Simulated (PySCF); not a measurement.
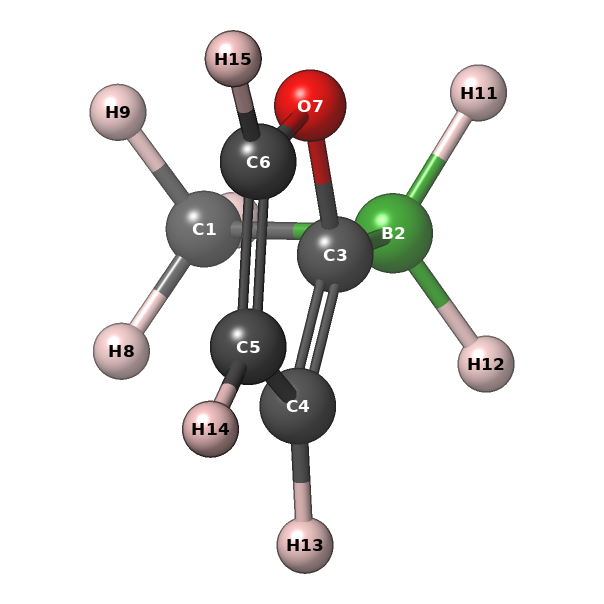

B2 lies behind C3. The molecule seen a little off the C3–B2 bond, C3 in front. Atoms fade into the background with distance from the viewer. The species has charge −1 and is a spin singlet. The computed structure is the end point of a GFN2-xTB optimisation. No frequency run is at hand to confirm it as a minimum.

**What is the torsion angle O7–C3–B2–C1? The sign is positive where the front bond must turn clockwise to cover the back bond.**

−92°, about perpendicular.
